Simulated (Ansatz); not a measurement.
**GeH4 (SMILES [H][Ge]([H])([H])[H]): levels of theory compared**

Aim: a comparison of 6 runs (r2SCAN/STO-3G, r2SCAN0/STO-3G, wB97M-V/STO-3G, BCCD(T)/STO-3G, CCSD(T)/STO-3G, UCCSD(T)/STO-3G) of GeH4. 

The results are computed with Ansatz 0.2.0.

30 further runs of the same task are left out: 2 that didn't finish, 28 set aside as unsound or not needed.

**1. Starting point**

GeH4 has 5 atoms, charge 0, and is taken as a singlet. As SMILES, `[H][Ge]([H])([H])[H]`. The H4–Ge1 distance was set to 2.224 Å, away from the relaxed value. At this shape a bond of the SMILES string is far longer than usual.

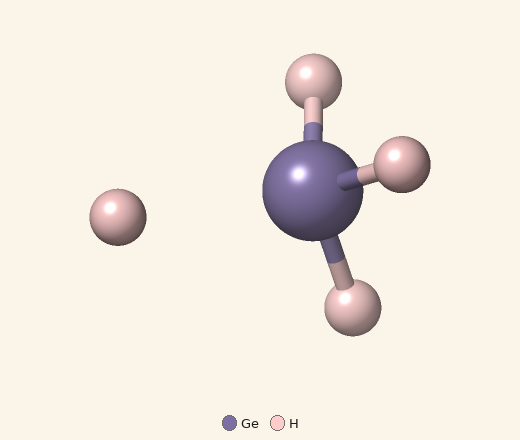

The structure, seen from a chosen angle (germanium purple, hydrogen pink).

**2. A single-point energy at r2SCAN/STO-3G (run 1)**

Input file in.yaml:

```yaml
crystal:
  periodic: [false, false, false]
  atoms:
    - {symbol: Ge, position_ang: [0.353964, -0.606279, 0.236466]}
    - {symbol: H, position_ang: [0.365324, -0.624869, 1.718606]}
    - {symbol: H, position_ang: [1.748744, -0.596689, -0.266814]}
    - {symbol: H, position_ang: [-0.707610, 1.213950, -0.473620]}
    - {symbol: H, position_ang: [-0.345046, -1.812989, -0.267894]}
basis:
  gaussian:
    orbitals: STO-3G
total_charge: 0
magnetization:
  spin_polarized: false
hamiltonian:
  xc: r2scan
accuracy: high
```

Run with:

```bash
$ ansatz run in.yaml --threads 1 --pin off --max-ram 2610MiB --events-out events.jsonl --progress --plain --runs-dir runs
```

The program printed:

```text
Warning: RAYON_NUM_THREADS=1 ignored (pool sized by the plan → 1); use --threads N
Functional definition: r2SCAN
  name "r2SCAN"
  parameter k0 = 0.174
  parameter k1 = 0.065
  parameter a1 = 4.9479
  exchange = r2scan_x(k0 = k0, k1 = k1, a1 = a1)
  correlation = r2scan_c
286 factors; integrals over basis functions are off by at most 5.4e-8 eV
mean field evaluation 1: about -55835.2605 eV, gradient 1.5e2 eV
mean field evaluation 2: about -55902.8932 eV, gradient 6.0e1 eV
mean field evaluation 4: about -55930.7949 eV, gradient 2.8e0 eV
mean field evaluation 8: about -55930.7696 eV, gradient 1.9e-1 eV
mean field evaluation 16: about -55930.7698 eV, gradient 8.1e-8 eV
mean field -55930.76980264 eV, -2055.4178790095 hartree, gradient 1.7e-8 eV, S^2 0.000000; 0 other end points of the search recorded, 0 dependent functions left out
reference -55930.76980304 eV, -2055.4178790243 hartree; 18, 18 occupied and 4, 4 virtual orbitals, 286 factors
Total energy: -55930.76980304 eV, -2055.4178790243 hartree
```

Run time: 1.8 s. Hardware: 1 thread of Intel Xeon Platinum 8375C at 2.90GHz (Ice Lake), shared host; peak memory 0.14 GiB.

**3. A single-point energy at r2SCAN0/STO-3G (run 2)**

Input file job.yaml:

```yaml
crystal:
  periodic: [false, false, false]
  atoms:
    - {symbol: Ge, position_ang: [0.353964, -0.606279, 0.236466]}
    - {symbol: H, position_ang: [0.365324, -0.624869, 1.718606]}
    - {symbol: H, position_ang: [1.748744, -0.596689, -0.266814]}
    - {symbol: H, position_ang: [-0.707610, 1.213950, -0.473620]}
    - {symbol: H, position_ang: [-0.345046, -1.812989, -0.267894]}
basis:
  gaussian: {orbitals: STO-3G}
hamiltonian: {xc: {name: r2SCAN0}}
accuracy: high
```

Run with:

```bash
$ ansatz run job.yaml --threads 1 --pin off --max-ram 2610MiB --events-out events.jsonl --progress --plain --runs-dir runs
```

The program printed:

```text
Warning: RAYON_NUM_THREADS=1 ignored (pool sized by the plan → 1); use --threads N
Functional definition: r2SCAN0
  name "r2SCAN0"
  parameter a = 0.25
[... 3 set-up lines as earlier in the session ...]
  exchange = (1 - a)*r2scan_x(k0 = k0, k1 = k1, a1 = a1) + a*exact_x
[... 1 set-up line as earlier in the session ...]
286 factors; integrals over basis functions are off by at most 5.4e-8 eV
mean field evaluation 1: about -55930.9486 eV, gradient 1.5e1 eV
mean field evaluation 2: about -55930.8208 eV, gradient 1.4e1 eV
mean field evaluation 4: about -55931.8598 eV, gradient 1.8e-1 eV
mean field evaluation 8: about -55931.8052 eV, gradient 3.2e-3 eV
mean field evaluation 16: about -55931.8052 eV, gradient 2.9e-8 eV
mean field -55931.80521815 eV, -2055.4559298278 hartree, gradient 2.9e-8 eV, S^2 0.000000; 0 other end points of the search recorded, 0 dependent functions left out
reference -55931.80521847 eV, -2055.4559298394 hartree; 18, 18 occupied and 4, 4 virtual orbitals, 286 factors
Total energy: -55931.80521847 eV, -2055.4559298394 hartree
```

Run time: 1.9 s. Hardware: 1 thread of Intel Xeon Platinum 8375C at 2.90GHz (Ice Lake), shared host; peak memory 0.14 GiB.

Runs 3 to 5 aren't shown in full; the table further down has their settings and results.

**4. The energy at UCCSD(T)/STO-3G (run 6)**

Input file run.yaml:

```yaml
basis:
  gaussian:
    orbitals: STO-3G
crystal:
  periodic: [false, false, false]
  atoms:
    - {symbol: Ge, position_ang: [0.353964, -0.606279, 0.236466]}
    - {symbol: H, position_ang: [0.365324, -0.624869, 1.718606]}
    - {symbol: H, position_ang: [1.748744, -0.596689, -0.266814]}
    - {symbol: H, position_ang: [-0.707610, 1.213950, -0.473620]}
    - {symbol: H, position_ang: [-0.345046, -1.812989, -0.267894]}
magnetization:
  spin_polarized: true
  initial_magnetization: 0
correlation:
  method: ccsd_t
  frozen_orbitals: {Ge: 9, H: 0}
accuracy: high
scf:
  omitted_lower_state_checks: [cluster_reference, increment]
```

Run with:

```bash
$ ansatz run run.yaml --threads 1 --pin off --max-ram 2610MiB --events-out events.jsonl --progress --plain --runs-dir runs
```

The program printed (excerpt; [...] marks lines left out):

```text
Warning: RAYON_NUM_THREADS=1 ignored (pool sized by the plan → 1); use --threads N
Functional definition: HF
  name "HF"
[...]
286 factors; integrals over basis functions are off by at most 5.4e-8 eV
[...]
mean field -55891.17781171 eV, -2053.9629001792 hartree, gradient 2.8e-8 eV, S^2 0.410416; 3 other end points of the search recorded, 0 dependent functions left out
9 core orbitals not correlated: weight in the atoms' cores, before any rotation towards them, 1.000 or more for the frozen orbitals, at most 0.000 for the correlated occupied ones
reference -55891.17781171 eV, -2053.9629001792 hartree; 9, 9 occupied and 4, 4 virtual orbitals, 286 factors
second order -1.10212202 eV of doubles, -0.00000000 eV of singles
cycle   1  -1.51276727 eV  change   -4.1e-1 eV  update   7.4e-2
[...]
cycle  25  -2.36632253 eV  change   4.4e-10 eV  update  1.5e-10
perturbative correction -0.02611896 eV, -0.0009598540 hartree
Total energy: -55893.57025320 eV, -2054.0508207824 hartree
Checks for a lower state left out: cluster_reference, increment
```

Run time: 0.36 s. Hardware: 1 thread of Intel Xeon Platinum 8375C at 2.90GHz (Ice Lake), shared host.

**5. All runs side by side**

```csv
run,level,frozen core orbitals,energy (Eh),wall time
1,r2SCAN/STO-3G,–,-2055.417879,1.8 s
2,r2SCAN0/STO-3G,–,-2055.455930,1.9 s
3,wB97M-V/STO-3G,–,-2055.404184,7.8 s
4,BCCD(T)/STO-3G,9,-2054.051009,0.22 s
5,CCSD(T)/STO-3G,9,-2054.051006,0.18 s
6,UCCSD(T)/STO-3G,9,-2054.050821,0.36 s
```

**6. Summary of results**

| quantity | value |
| --- | --- |
| run 6: total energy | -2054.05082 Eh |
| run 6: correlation energy (9 core orbitals frozen) | -87.9 mEh |
| run 6: (T) correction | -0.96 mEh |
| run 6: ⟨S²⟩ of the reference determinant | 0.410 |
| run 6: T1 diagnostic | 0.057 |

What this shows: Totals of different functionals can't be ranked against each other. In runs 4, 5 the log says that unrestricted orbitals would lower the reference, so the values rest on an unstable closed-shell determinant (other closed-shell runs at this shape may share the fault). In runs 1, 2, 3, 4, 5, 6 the basis is minimal, so the values are rough. Spin contamination of the reference: run 6 ⟨S²⟩ = 0.41. All runs together took 12 s, the longest 7.8 s.
